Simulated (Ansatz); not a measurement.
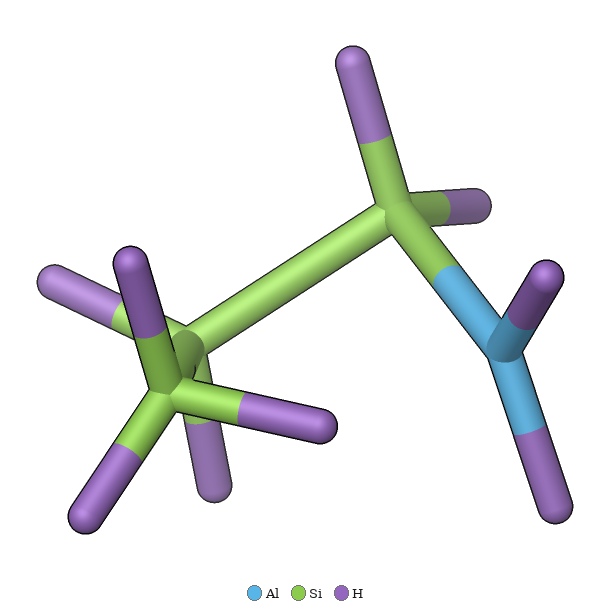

The picture shows a molecular structure as a stick model. Every bond is drawn as one stick, whatever its order.

The computed structure is the end point of a PBE0-D4/def2-TZVP optimisation.

Describe the molecule.

Formula AlH9Si3. Its SMILES string is `[AlH2][SiH2][SiH2][SiH3]`. Among its groups: Si–H bond. The point group is C1. Coordination, clear cases only: 1 Al trigonal planar; 2 Si tetrahedral.

The parts below concern this one geometry. Atoms keep their numbers from picture to picture.

Geometry

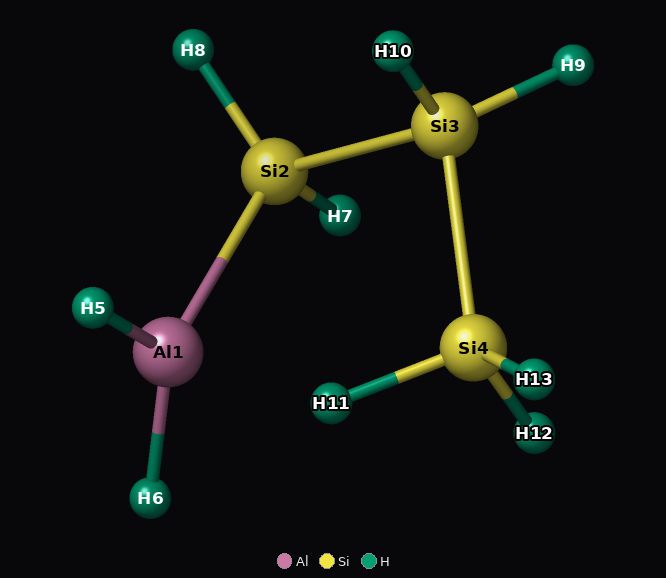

Numbered structure.

Give the bond lengths.

| bond | length (Å) |
| --- | --- |
| Al1–Si2 | 2.466 |
| Al1–H5 | 1.590 |
| Al1–H6 | 1.588 |
| Si2–Si3 | 2.337 |
| Si2–H7 | 1.491 |
| Si2–H8 | 1.490 |
| Si3–Si4 | 2.336 |
| Si3–H9 | 1.488 |
| Si3–H10 | 1.489 |
| Si4–H11 | 1.531 |
| Si4–H12 | 1.485 |
| Si4–H13 | 1.486 |

Dipole moment

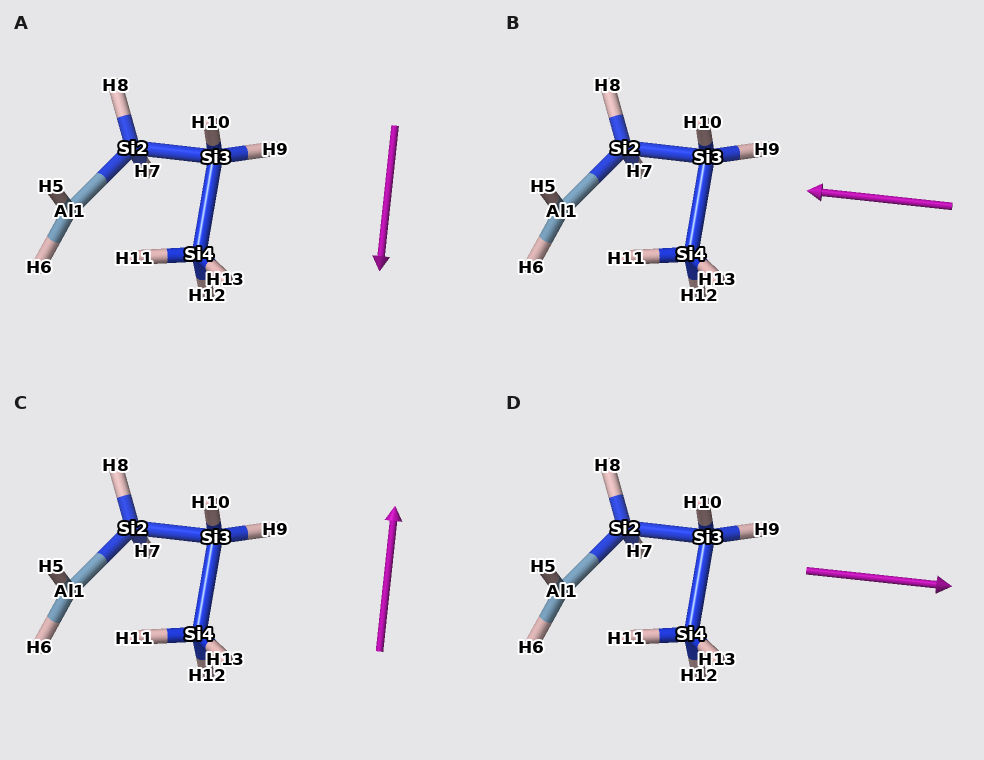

The same molecule four times, each with an arrow. Properties computed with RKS PBE-D4/def2-TZVPP (Ansatz 0.2.0).

Which arrow points along the dipole moment, from the negative to the positive end?

D. The dipole moment is 1.49 D; it points from the side of H6 to the side of H9 (the outermost atoms at the two ends).

Vibrations

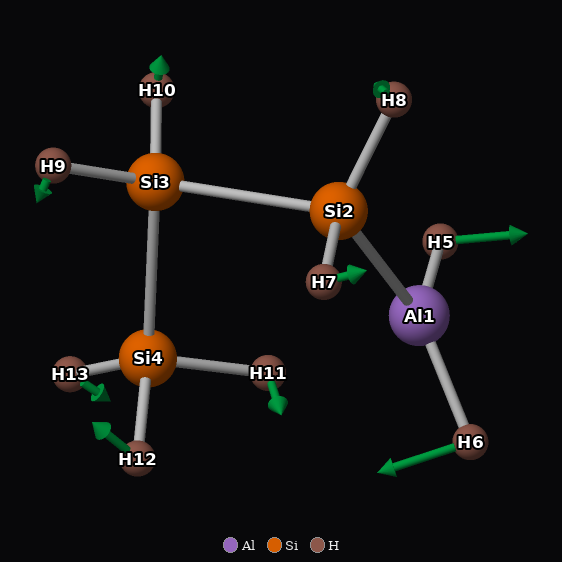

The arrows show one normal mode. Harmonic vibrations computed with RKS PBE0-D4/def2-TZVP (Ansatz 0.2.0) at a stationary point of the same level.

Estimate its harmonic wavenumber.

409 cm⁻¹; it is mode 9 of 33 counted from the lowest.

Electronic properties

Level of theory: RKS r2SCAN0-D4/def2-TZVPP (Ansatz 0.2.0).

Estimate the dispersion correction.

−10.5 kJ/mol.

Give the LUMO energy (Kohn–Sham orbital) at this level.

−1.22 eV.

What is the HOMO energy (Kohn–Sham orbital)?

−7.35 eV.
